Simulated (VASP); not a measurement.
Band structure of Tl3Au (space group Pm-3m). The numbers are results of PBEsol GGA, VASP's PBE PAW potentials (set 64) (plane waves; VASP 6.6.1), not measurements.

Unless said otherwise, spin-orbit coupling is left out, though it shifts the bands of the heavy elements here.

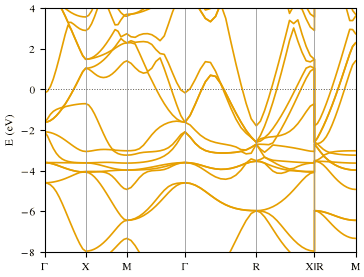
*Bands along high-symmetry lines, zero at the valence-band maximum or, without a gap, the Fermi level*

Question: Read the plot: is there a gap, and where are the band edges?

Answer: It has no gap at this level: it comes out as a metal or semimetal. (Edges off the drawn lines would not show.)

The structure comes from a computed database's Tl3Au entry (Pm-3m); how it stands against other phases isn't given here. It was relaxed first, which changed the volume by -5 %.
